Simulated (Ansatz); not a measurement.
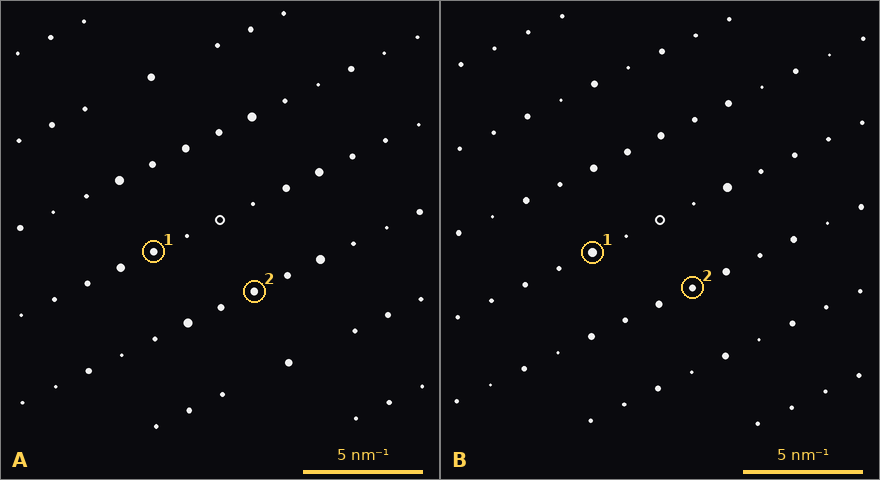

Kinematic electron diffraction patterns (300 kV, B = 0.5 Å², same scale) along [110] of the run's own cell, for the start and the end of one relaxation of SbP2 with Ansatz 0.2.0, DFT r2SCAN, scalar-relativistic, plane waves, PAW. k mesh 10×10×6. The start is a generated model structure, and the relaxation ends in the nearest stationary point of its symmetry, not necessarily the ground state. Spot 1 is 0 0 -2 and spot 2 is -1 1 0 in both.

Start structure:

```yaml
crystal:
  lattice:
    - [4.22799, 0.00000, 0.00000]
    - [0.00000, 4.22799, 0.00000]
    - [0.00000, 0.00000, 6.45108]
  atoms:
    - { symbol: Sb, position: [0.00000, 0.50000, 0.70000] }
    - { symbol: Sb, position: [0.50000, 0.00000, 0.30000] }
    - { symbol: P, position: [0.00000, 0.00000, 0.00000] }
    - { symbol: P, position: [0.50000, 0.50000, 0.00000] }
    - { symbol: P, position: [0.00000, 0.50000, 0.27000] }
    - { symbol: P, position: [0.50000, 0.00000, 0.73000] }
```

Which pattern belongs to the start structure, and which to the relaxed one?

A is the start: its cell gives d(1) = 3.226 Å, d(2) = 2.990 Å and an angle of 90.0°. B is the relaxed structure, with d(1) = 3.169 Å (-1.7 %), d(2) = 3.141 Å (+5.1 %) and 90.0°.

Name reflections whose intensity changes strongly on relaxation.

1 -1 -2 goes from 100 to 9.2 % of the strongest spot; 0 0 3 goes from 68 to 10 % of the strongest spot; 1 -1 -3 goes from 6.5 to 34 % of the strongest spot.

Summarise the relaxation behind the change.

The volume changed by +8.5 % to 20.85 Å³ an atom; with the mean shift removed, the atoms moved by up to 1.17 Å relative to the cell (Sb most); the space group stayed P4/nmm (No. 129); the free energy fell by 640 meV an atom. Relaxed cell: a = 4.442 Å, b = 4.442 Å, c = 6.338 Å, α = 90.00°, β = 90.00°, γ = 90.00°.
